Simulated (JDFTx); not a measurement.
System: Zn(0001) (P6_3/mmc bulk; lattice of mp-79, not re-optimised at this level), 1x1 cell of 4 atoms in 4 planes, area 5.92 Å² a face, 7.4 Å between the outermost planes in a cell 23.3 Å high; k mesh 10×10×1, Fermi width 0.01 Ha, no spin polarisation.

All numbers are PBE, GBRV ultrasoft potentials, plane waves to 20/100 Ha results from JDFTx (a modified build), not measurements. Liquid on both sides: SCCS (g09 parameters), water, 1 M NaF; nuclei fixed. Potentials are on the SHE scale by the convention U = −μ/e − 4.44 V; references calibrated for a solvation model differ from this value.

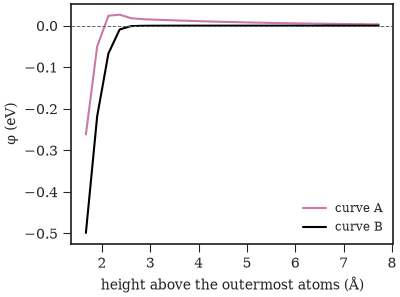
Fig. 1. Plane-averaged electrostatic potential energy of an electron for two states of the electrode

Question: One curve is the neutral slab. Which, and what is the sign of the other's charge?

Answer: Curve B is neutral (potential of zero charge, -0.52 V). Curve A is negatively charged, -3.8 μC/cm² at -0.90 V.
